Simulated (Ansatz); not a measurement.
**Decaying states in the gap of MgAlInS4**

Aim: relax a made-up compound, MgAlInS4, and see how good a tunnel barrier it would be. It is built by putting In for part of the Al in the MgAl2S4 structure of space group R-3m, with the volume rescaled by atomic radii. The parent structure comes from the Materials Project.

Method: LDA DFT, plane waves, PAW files, in the first sound run; inputs show where later runs differ, in Ansatz 0.2.0.

The structure was built from a prototype and need not be the compound's stable phase.

### Step 1. The starting structure

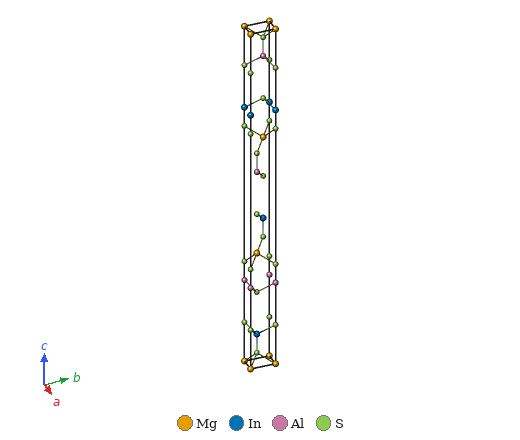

The cell as given, slightly off an axis (magnesium orange, indium blue, aluminium pink, sulfur green). This picture shows the conventional cell, with its axes. Bonds to atoms that aren't drawn are left out. Some periodic images of atoms are drawn too.

### Step 2. Relaxing the new crystal

The substituted atoms don't fit the parent's cell, so cell and atoms relax together. A small smearing keeps the run stable in case the gap closes on the way.

Contents of input.yaml:

```yaml
crystal:
  lattice:
    - [1.8882919913, 1.0902058895, 13.175174614]
    - [-1.8882919913, 1.0902058895, 13.175174614]
    - [0.0, -2.180411779, 13.175174614]
  atoms:
    - { symbol: Mg, position: [0.0, 0.0, 0.0] }
    - { symbol: In, position: [0.241996, 0.241996, 0.241996] }
    - { symbol: Al, position: [0.758004, 0.758004, 0.758004] }
    - { symbol: S, position: [0.116224, 0.116224, 0.116224] }
    - { symbol: S, position: [0.883776, 0.883776, 0.883776] }
    - { symbol: S, position: [0.297813, 0.297813, 0.297813] }
    - { symbol: S, position: [0.702187, 0.702187, 0.702187] }
kpoints:
  mp_grid: { grid: [6, 6, 6] }
scf:
  occupations: { method: gaussian, width: 0.03 }
hamiltonian:
  xc: lda
output:
  forces: true
  stress: true
relax:
  f_tol: 0.02
  max_steps: 60
  cell: {}
```

On the command line:

```bash
$ ansatz run input.yaml --threads 2 --pin off --max-ram 4096MiB --backend cpu --events-out ev --progress --plain --runs-dir out
```

Numbers of over 12 decimals in the logs are rounded to 6 here.

Output:

```text
basis.fft_grid_basis auto: the FFT boxes are laid along the combinations [[1, 0, -1], [0, 1, -1], [0, 0, 1]] of the cell's own vectors, 3.777, 3.777 and 13.354 Å long. The dense box has 27×27×90 points. Along the cell's own vectors, as sized, it would have 90×90×90, 11.11 times as many. Of the 6 symmetry operations that the crystal satisfies within crystal.symmetry.tolerance (time reversal apart; of a slab, those tha [...]
Engine: ansatz 0.2.0, x86_64-unknown-linux-gnu
Pseudopotentials: kind: paw
Pseudopotential: Mg, paw, valence charge 10, recommended cutoff 420 eV (normal), Mg.paw.azcp
Pseudopotential: In, paw, valence charge 13, recommended cutoff 420 eV (normal), In.paw.azcp
Pseudopotential: Al, paw, valence charge 3, recommended cutoff 420 eV (normal), Al.paw.azcp
Pseudopotential: S, paw, valence charge 6, recommended cutoff 420 eV (normal), S.paw.azcp
Functional definition: SPW92
  exchange = slater_x
  correlation = pw_c
Crystal: 7 atoms, lattice volume = 162.737 Å³
Basis set: ecut = 420 eV, 3165 PW (Γ), FFT grids on a1−a3, a2−a3, a3
Bands: 32, of which v1, the nominal top of the filled ones, is band 25 counted from 1 (24 counted from 0)
Symmetry: 6 space group operations
Space group: R3m (ITA 160), of the structure as read, at distance tolerance 5.5e-5 Å
k-points: 32 of 216 (time reversal used)
Non-local potential: Mg, projectors of the file, l = 0: 3, l = 1: 2, l = 2: 1
Non-local potential: In, projectors of the file, l = 0: 2, l = 1: 2, l = 2: 2, l = 3: 2
Non-local potential: Al, projectors of the file, l = 0: 2, l = 1: 2, l = 2: 1
Non-local potential: S, projectors of the file, l = 0: 2, l = 1: 2, l = 2: 2
PAW form: soft (Blöchl's): semilocal exchange-correlation on the pseudo side does not see the compensation charge
PAW frozen core: Mg, regenerated for the run's functional, and the local potential with it (the file was generated under x = pbe(κ = 0.804, μ = 0.219515), c = pbe(β = 0.066725))
PAW frozen core: In, regenerated for the run's functional, and the local potential with it (the file was generated under x = pbe(κ = 0.804, μ = 0.219515), c = pbe(β = 0.066725))
PAW frozen core: Al, regenerated for the run's functional, and the local potential with it (the file was generated under x = pbe(κ = 0.804, μ = 0.219515), c = pbe(β = 0.066725))
PAW frozen core: S, regenerated for the run's functional, and the local potential with it (the file was generated under x = pbe(κ = 0.804, μ = 0.219515), c = pbe(β = 0.066725))
PAW one-centre angular grid: Mg, 110 points (default); XC on 64 Gauss nodes
PAW one-centre angular grid: In, 590 points (default); XC on 64 Gauss nodes
PAW one-centre angular grid: Al, 110 points (default); XC on 64 Gauss nodes
PAW one-centre angular grid: S, 110 points (default); XC on 64 Gauss nodes
Initial density: superposition of atomic densities (neutral atoms: chi_scale 0, normalization atom), corrected by the library's trained network
Initial wavefunctions: pseudopotential atomic-orbital guess
Functional: x = slater, c = lda
SCF iter   1: F=—  HF=-11356.282535 eV  |F-HF|=—  |Δ(HF+E_count)|=         —  Δρ=6.28e-3  dr2=5.50e-2  ethr=1.77e-3  ⟨swp⟩=7.2  Hψ=4880  notcnv=0  defer=2
preconditioner: auto → Resta (q_TF=auto, 2.241 Å⁻¹)  ε∞=3.6  [insulator: Δε(μ)=1.268 eV  Ē_g=11.707 eV  σ=0.030 eV  W_gap=1.00  n_scr=38 (ndim 8)  ℏωp=18.9 eV  f_vac=0.087  D(μ)=0.00/eV (n_scr^D=0)  ε∞_Penn≈3.6]
SCF iter   2: F=—  HF=-11356.265663 eV  |F-HF|=—  |Δ(HF+E_count)|=   1.69e-2  Δρ=2.87e-3  dr2=1.16e-2  ethr=1.10e-4  ⟨swp⟩=3.0  Hψ=2207  notcnv=0  defer=77
SCF iter   3: F=—  HF=-11356.261989 eV  |F-HF|=—  |Δ(HF+E_count)|=   3.67e-3  Δρ=5.47e-4  dr2=5.49e-4  ethr=2.32e-5  ⟨swp⟩=2.8  Hψ=1763  notcnv=0  defer=79
SCF iter   4: F=—  HF=-11356.261940 eV  |F-HF|=—  |Δ(HF+E_count)|=   4.92e-5  Δρ=1.17e-4  dr2=6.00e-5  ethr=1.10e-6  ⟨swp⟩=2.0  Hψ=1165  notcnv=0  defer=79
SCF iter   5: F=—  HF=-11356.261943 eV  |F-HF|=—  |Δ(HF+E_count)|=   3.17e-6  Δρ=4.70e-5  dr2=8.91e-6  ethr=1.20e-7  ⟨swp⟩=2.0  Hψ=1263  notcnv=0  defer=79
SCF iter   6: F=—  HF=-11356.261946 eV  |F-HF|=—  |Δ(HF+E_count)|=   3.27e-6  Δρ=1.91e-5  dr2=1.59e-6  ethr=1.78e-8  ⟨swp⟩=2.0  Hψ=1223  notcnv=0  defer=79
SCF iter   7: F=-11356.261947 eV  HF=-11356.261947 eV  |F-HF|=2.89e-8  |Δ(HF+E_count)|=   2.77e-7  Δρ=4.77e-6  dr2=8.96e-8  ethr=2.00e-10  ⟨swp⟩=3.8  Hψ=3990  notcnv=0
SCF 1 converged in 7 iterations: F = -11356.261947 eV  dr2 = 8.96e-8
  greatest PAW one-centre occupation: 1.000 electrons in one spin orbital (limit 2), on the Mg atom at site 0 (counted from 0), in its partial waves of l = 0
relax step   1: F+E_penalty+E_count = -11356.26194663 eV  Δ(F+E_penalty+E_count) = +0.000e0 eV  max|allowed force component| = 3.171e0 eV/Å  Δτ_max = 0.0000 Å  P = +0.672 GPa  Ω = 162.737 Å³  (7 SCF iters, dr2 threshold 1.00e-7 eV, accepted)
Crystal: 7 atoms, lattice volume = 159.816 Å³
Basis set: ecut = 420 eV, 3115 PW (Γ), FFT grids on a1−a3, a2−a3, a3
Initial density: handed on by an earlier stage of this run
Initial wavefunctions: those handed on with the density
iter 1 solved again at ethr=2.13e-4 eV; its pass at ethr=3.10e-3 eV (dr2=1.07e-1 eV) is discarded
SCF iter   1: F=—  HF=-11356.730132 eV  |F-HF|=—  |Δ(HF+E_count)|=         —  Δρ=7.38e-3  dr2=1.07e-1  ethr=2.13e-4  ⟨swp⟩=1.4  Hψ=5770  notcnv=0
preconditioner: auto → Resta (q_TF=auto, 2.248 Å⁻¹)  ε∞=3.6  [insulator: Δε(μ)=1.426 eV  Ē_g=11.704 eV  σ=0.030 eV  W_gap=1.00  n_scr=38 (ndim 8)  ℏωp=19.0 eV  f_vac=0.068  D(μ)=0.00/eV (n_scr^D=0)  ε∞_Penn≈3.6]
SCF iter   2: F=—  HF=-11356.704991 eV  |F-HF|=—  |Δ(HF+E_count)|=   2.51e-2  Δρ=3.54e-3  dr2=1.76e-2  ethr=2.13e-4  ⟨swp⟩=2.9  Hψ=1468  notcnv=0
SCF iter   3: F=—  HF=-11356.700450 eV  |F-HF|=—  |Δ(HF+E_count)|=   4.54e-3  Δρ=1.11e-3  dr2=2.85e-3  ethr=3.52e-5  ⟨swp⟩=2.6  Hψ=1722  notcnv=0
SCF iter   4: F=—  HF=-11356.699807 eV  |F-HF|=—  |Δ(HF+E_count)|=   6.44e-4  Δρ=2.59e-4  dr2=2.83e-4  ethr=5.71e-6  ⟨swp⟩=2.3  Hψ=1486  notcnv=0  defer=1
SCF iter   5: F=—  HF=-11356.699748 eV  |F-HF|=—  |Δ(HF+E_count)|=   5.88e-5  Δρ=9.56e-5  dr2=2.30e-5  ethr=5.66e-7  ⟨swp⟩=2.4  Hψ=1548  notcnv=0  defer=1
SCF iter   6: F=—  HF=-11356.699745 eV  |F-HF|=—  |Δ(HF+E_count)|=   2.87e-6  Δρ=2.23e-5  dr2=1.97e-6  ethr=4.59e-8  ⟨swp⟩=2.2  Hψ=1349  notcnv=0  defer=1
SCF iter   7: F=-11356.699745 eV  HF=-11356.699745 eV  |F-HF|=1.90e-8  |Δ(HF+E_count)|=   1.90e-7  Δρ=8.20e-6  dr2=1.60e-7  ethr=1.40e-9  ⟨swp⟩=4.7  Hψ=3477  notcnv=0
SCF 2 converged in 7 iterations: F = -11356.699745 eV  dr2 = 1.60e-7
  greatest PAW one-centre occupation: 1.000 electrons in one spin orbital (limit 2), on the Mg atom at site 0 (counted from 0), in its partial waves of l = 1
relax step   2: F+E_penalty+E_count = -11356.69974495 eV  Δ(F+E_penalty+E_count) = -4.378e-1 eV  max|allowed force component| = 2.782e-1 eV/Å  Δτ_max = 0.1914 Å  P = -0.672 GPa  Ω = 159.816 Å³  energy of the carried Pulay correction = +4.072e-4 eV  (7 SCF iters, dr2 threshold 7.00e-7 eV, accepted)
Crystal: 7 atoms, lattice volume = 153.849 Å³
Basis set: ecut = 420 eV, 3019 PW (Γ), FFT grids on a1−a3, a2−a3, a3
iter 1 solved again at ethr=1.26e-4 eV; its pass at ethr=3.10e-3 eV (dr2=6.29e-2 eV) is discarded
SCF iter   1: F=—  HF=-11356.750301 eV  |F-HF|=—  |Δ(HF+E_count)|=         —  Δρ=7.51e-3  dr2=6.31e-2  ethr=1.26e-4  ⟨swp⟩=2.2  Hψ=5823  notcnv=0
preconditioner: auto → Resta (q_TF=auto, 2.262 Å⁻¹)  ε∞=3.7  [insulator: Δε(μ)=1.486 eV  Ē_g=11.732 eV  σ=0.030 eV  W_gap=1.00  n_scr=38 (ndim 8)  ℏωp=19.4 eV  f_vac=0.023  D(μ)=0.00/eV (n_scr^D=0)  ε∞_Penn≈3.7]
SCF iter   2: F=—  HF=-11356.736585 eV  |F-HF|=—  |Δ(HF+E_count)|=   1.37e-2  Δρ=3.94e-3  dr2=1.62e-2  ethr=1.26e-4  ⟨swp⟩=3.5  Hψ=1852  notcnv=0
SCF iter   3: F=—  HF=-11356.732888 eV  |F-HF|=—  |Δ(HF+E_count)|=   3.70e-3  Δρ=6.17e-4  dr2=1.81e-3  ethr=3.24e-5  ⟨swp⟩=2.9  Hψ=1787  notcnv=0
SCF iter   4: F=—  HF=-11356.732619 eV  |F-HF|=—  |Δ(HF+E_count)|=   2.69e-4  Δρ=2.22e-4  dr2=1.63e-4  ethr=3.62e-6  ⟨swp⟩=1.9  Hψ=1198  notcnv=0
SCF iter   5: F=—  HF=-11356.732607 eV  |F-HF|=—  |Δ(HF+E_count)|=   1.17e-5  Δρ=7.77e-5  dr2=1.42e-5  ethr=3.27e-7  ⟨swp⟩=2.0  Hψ=1278  notcnv=0
SCF iter   6: F=—  HF=-11356.732610 eV  |F-HF|=—  |Δ(HF+E_count)|=   2.88e-6  Δρ=2.10e-5  dr2=1.60e-6  ethr=2.85e-8  ⟨swp⟩=2.0  Hψ=1326  notcnv=0
SCF iter   7: F=-11356.732610 eV  HF=-11356.732610 eV  |F-HF|=4.79e-9  |Δ(HF+E_count)|=   1.97e-7  Δρ=5.78e-6  dr2=8.80e-8  ethr=1.40e-9  ⟨swp⟩=4.7  Hψ=3461  notcnv=0
SCF 3 converged in 7 iterations: F = -11356.732610 eV  dr2 = 8.80e-8
relax step   3: F+E_penalty+E_count = -11356.73261030 eV  Δ(F+E_penalty+E_count) = -3.287e-2 eV  max|allowed force component| = 9.195e-2 eV/Å  Δτ_max = 0.1673 Å  P = -0.320 GPa  Ω = 153.849 Å³  energy of the carried Pulay correction = +1.262e-3 eV  (7 SCF iters, dr2 threshold 7.00e-7 eV, accepted)
[...]
relax step   4: F+E_penalty+E_count = -11356.76042947 eV  Δ(F+E_penalty+E_count) = -2.782e-2 eV  max|allowed force component| = 1.999e-1 eV/Å  Δτ_max = 0.1950 Å  P = +0.485 GPa  Ω = 147.155 Å³  energy of the carried Pulay correction = +2.261e-3 eV  (6 SCF iters, dr2 threshold 7.00e-7 eV, accepted)
[...]
relax step   5: F+E_penalty+E_count = -11356.76456849 eV  Δ(F+E_penalty+E_count) = -4.139e-3 eV  max|allowed force component| = 9.420e-2 eV/Å  Δτ_max = 0.0184 Å  P = +0.105 GPa  Ω = 148.062 Å³  energy of the carried Pulay correction = +2.123e-3 eV  (5 SCF iters, dr2 threshold 7.00e-7 eV, accepted)
[...]
relax step   6: F+E_penalty+E_count = -11356.76524579 eV  Δ(F+E_penalty+E_count) = -6.773e-4 eV  max|allowed force component| = 2.543e-2 eV/Å  Δτ_max = 0.0053 Å  P = +0.073 GPa  Ω = 148.125 Å³  energy of the carried Pulay correction = +2.114e-3 eV  (4 SCF iters, dr2 threshold 5.55e-7 eV, accepted)
[...]
relax step   7: F+E_penalty+E_count = -11356.76527139 eV  Δ(F+E_penalty+E_count) = -2.560e-5 eV  max|allowed force component| = 5.552e-3 eV/Å  Δτ_max = 0.0043 Å  P = -0.013 GPa  Ω = 148.375 Å³  energy of the carried Pulay correction = +2.076e-3 eV  (5 SCF iters, dr2 threshold 4.04e-8 eV, accepted)
Initial wavefunctions: pseudopotential atomic-orbital guess (no wavefunctions were taken with the density)
iter 1 solved again at ethr=2.40e-7 eV; its pass at ethr=3.10e-3 eV (dr2=1.20e-4 eV) is discarded
SCF iter   1: F=—  HF=-11356.763885 eV  |F-HF|=—  |Δ(HF+E_count)|=         —  Δρ=7.62e-5  dr2=1.07e-6  ethr=2.40e-7  ⟨swp⟩=3.0  Hψ=7776  notcnv=0
preconditioner: auto → Resta (q_TF=auto, 2.276 Å⁻¹)  ε∞=3.8  [insulator: Δε(μ)=1.384 eV  Ē_g=11.718 eV  σ=0.030 eV  W_gap=1.00  n_scr=32 (ndim 8)  ℏωp=19.8 eV  f_vac=0.011  D(μ)=0.00/eV (n_scr^D=0)  ε∞_Penn≈3.8]
SCF iter   2: F=—  HF=-11356.763886 eV  |F-HF|=—  |Δ(HF+E_count)|=   1.10e-6  Δρ=3.88e-5  dr2=2.89e-7  ethr=2.14e-9  ⟨swp⟩=2.0  Hψ=1333  notcnv=0
SCF iter   3: F=—  HF=-11356.763886 eV  |F-HF|=—  |Δ(HF+E_count)|=   2.92e-7  Δρ=4.83e-6  dr2=8.32e-9  ethr=5.77e-10  ⟨swp⟩=1.8  Hψ=1505  notcnv=0
SCF iter   4: F=—  HF=-11356.763886 eV  |F-HF|=—  |Δ(HF+E_count)|=   1.92e-9  Δρ=4.04e-7  dr2=3.46e-10  ethr=1.66e-11  ⟨swp⟩=2.2  Hψ=1622  notcnv=0
SCF iter   5: F=—  HF=-11356.763886 eV  |F-HF|=—  |Δ(HF+E_count)|=  1.46e-11  Δρ=1.69e-7  dr2=7.45e-11  ethr=1.00e-12  ⟨swp⟩=4.4  Hψ=3443  notcnv=0
SCF iter   6: F=-11356.763886 eV  HF=-11356.763886 eV  |F-HF|=7.28e-12  |Δ(HF+E_count)|=  1.82e-11  Δρ=5.42e-8  dr2=1.18e-11  ethr=1.00e-12  ⟨swp⟩=4.0  Hψ=3001  notcnv=0
SCF 8 converged in 6 iterations: F = -11356.763886 eV  dr2 = 1.18e-11
relax step   8: F+E_penalty+E_count = -11356.76388612 eV  Δ(F+E_penalty+E_count) = +1.385e-3 eV  max|allowed force component| = 5.618e-3 eV/Å  Δτ_max = 0.0000 Å  P = -0.020 GPa  Ω = 148.375 Å³  stress off target by 2.67e-2 GPa  SCF on the basis re-selected at this cell (its energy is not comparable with the rows above)  (6 SCF iters)
basis re-selected at this cell: Δ(F+E_penalty+E_count) = +1.385e-3 eV, ΔP = -0.008 GPa vs the last step (what re-selecting the basis moved, of the pressure what is left beyond the Pulay correction that the steps carried, after the strain that the cell walked since its last selection, with what the two solves' SCF thresholds leave and, on support functions, any second-order correction that the steps lacked; it is no m [...]
SCF converged after 6 iterations
Free energy (F): -11356.763886 eV
Harris-Foulkes:  -11356.763886 eV  (|F-HF|=7.28e-12)
Internal energy: -11356.763886 eV  (E = F + TS)
E sigma→0 (E₀):  -11356.763886 eV
Fermi energy:    6.295921 eV
--- Per-component energies (eV) ---
  E_band       = -423.148600
  E_kinetic    = 777.241209
  E_local      = -4461.124301  (includes V_loc(G=0)·N_el)
  E_nonlocal   = 595.807627
  E_hartree    = 1773.589976
  E_xc         = -668.506325
  E_vxc        = -521.277353  (∫ρ·V_xc dr)
  E_paw        = -7007.261099  (= ΣΔE_a)
  E_vpaw       = -360.975756  (= ΣTr[D̂ρ^β])
  E_aug_tail   = 0.000033  (compensation charges beyond the density's cutoff)
  E_ewald      = -2367.614528
  E_core_change = 1.103522  (= ΣΔE_core)
  E_smearing   = -0.000000  (= −TS)
  E_closure    = -0.000000  (closes the sum)
  Σ components = -11356.763886   (vs F -11356.763886, Δ=0.00e0)
--- Forces (eV/Å), atoms counted from 1 ---
  atom   1  Mg    -0.00000000    -0.00000000    -0.00064462
  atom   2  In     0.00000000     0.00000000     0.00525592
  atom   3  Al    -0.00000000    -0.00000000     0.00540180
  atom   4  S      0.00000000     0.00000000     0.00044524
  atom   5  S     -0.00000000    -0.00000000    -0.00332534
  atom   6  S      0.00000000     0.00000000    -0.00150631
  atom   7  S     -0.00000000    -0.00000000    -0.00561705
  max |Σ_I F_I| component: 9.65e-6 eV/Å
--- Stress (GPa, compression-positive) ---
       -0.017224       0.000000      -0.000000
        0.000000      -0.017224      -0.000000
       -0.000000      -0.000000      -0.026689
  P = ⅓ Tr σ = -0.0204 GPa (-0.204 kbar)
--- Relaxed structure (7 steps of the walk, 7 accepted, 1 SCFs on fresh bases) ---
  F+E_penalty+E_count = -11356.76388612 eV   max|allowed force component| = 5.618e-3 eV/Å   (the final SCF, on the basis selected at the relaxed cell)
  cell:  # Å, volume = 148.3754 Å³
    - [1.873994, 1.081951, 12.196499]
    - [-1.873994, 1.081951, 12.196499]
    - [-1.3825323889928775e-16, -2.163901, 12.196499]
  atoms:
    - { symbol: Mg, position: [0.00237902, 0.00237902, 0.00237902] }
    - { symbol: In, position: [0.235964, 0.235964, 0.235964] }
    - { symbol: Al, position: [0.764040, 0.764040, 0.764040] }
    - { symbol: S, position: [0.122226, 0.122226, 0.122226] }
    - { symbol: S, position: [0.870051, 0.870051, 0.870051] }
    - { symbol: S, position: [0.300256, 0.300256, 0.300256] }
    - { symbol: S, position: [0.705084, 0.705084, 0.705084] }
```

The job ended after 36 s (2 threads of Intel Xeon Platinum 8375C at 2.90GHz (Ice Lake), shared host; peak memory 0.51 GiB; 70 s of CPU time).

The steps of the relaxation:

```
step  energy less that of the first step (eV)  largest force component (eV/Å)  pressure (GPa)  volume (Å³)
   1                                   0.0000                          3.1712            0.67       162.74
   2                                  -0.4378                          0.2782           -0.67       159.82
   3                                  -0.4707                          0.0919           -0.32       153.85
   4                                  -0.4985                          0.1999            0.48       147.16
   5                                  -0.5026                          0.0942            0.11       148.06
   6                                  -0.5033                          0.0254            0.07       148.13
   7                                  -0.5033                          0.0056           -0.01       148.38
  8*                                  -0.5019                          0.0056           -0.02       148.38
```

Relaxation steps marked * repeat the geometry before them on a plane-wave basis chosen anew for their cell, so energy and pressure can jump there.

The run keeps the 6 symmetry operations that it works with, so distortions that break them were not tested.

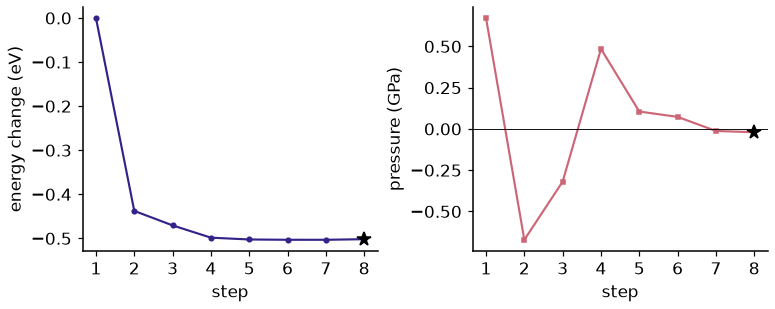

Energy and pressure along the relaxation. Stars mark steps on a basis chosen anew.

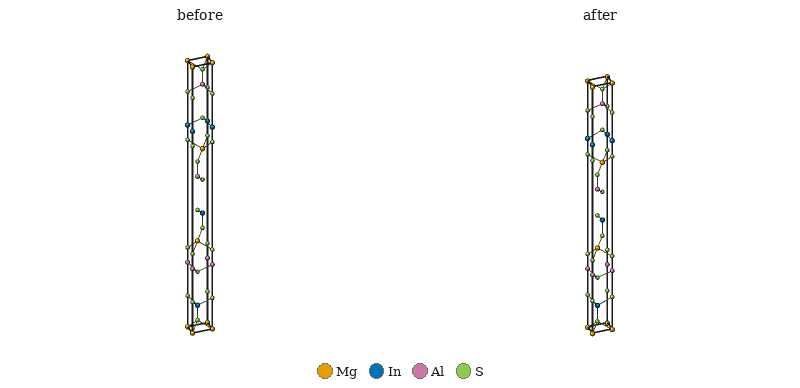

The structure before and after the relaxation, drawn at the same scale. Bonds to atoms that aren't drawn are left out.

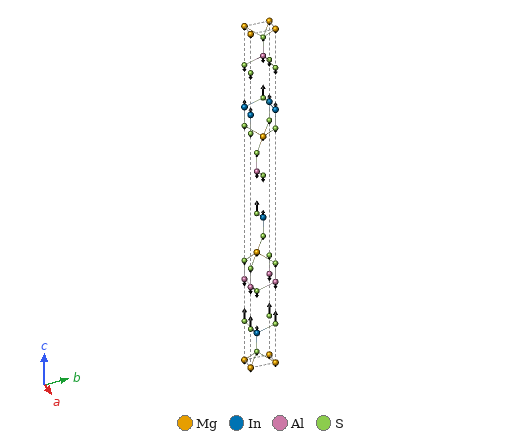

Displacements in the relaxation, exaggerated, measured against the changing cell; the longest in the cell stands for 0.50 Å. Bonds to atoms that aren't drawn are left out. Some periodic images of atoms are drawn too.

```
conventional cell, symmetrised  before   after  change
                         a (Å)   3.777   3.748  -0.8 %
                         b (Å)   3.777   3.748  -0.8 %
                         c (Å)  39.526  36.589  -7.4 %
              volume (Å³/atom)   23.25   21.20  -8.8 %
```

The atoms that moved most (Å, as changes of fractional coordinates times the final cell):

```
atom     dx     dy      dz  length
  S5  0.000  0.000  -0.502   0.502
 Al3  0.000  0.000   0.221   0.221
 In2  0.000  0.000  -0.221   0.221
  S4  0.000  0.000   0.220   0.220
  S7  0.000  0.000   0.106   0.106
  S6  0.000  0.000   0.089   0.089
 Mg1  0.000  0.000   0.087   0.087
```

This step gave:

| Quantity | Value |
| --- | --- |
| free energy | -11356.7639 eV |
| Fermi energy | 6.296 eV |
| pressure | -0.02038 GPa |

The largest force component on a free atom ends at 0.0056 eV/Å.

(Part 1 of 2 ends here.)

[Logs are printed without paths, hosts, clocks, repeated set-up lines and the standing remarks that a program may print on its own settings, such as how far it seeks lower states.]

[Hosts, paths, dates, database ids (printed as entryN), source tags and the programs' standing remarks are cut or masked in the printed files.]
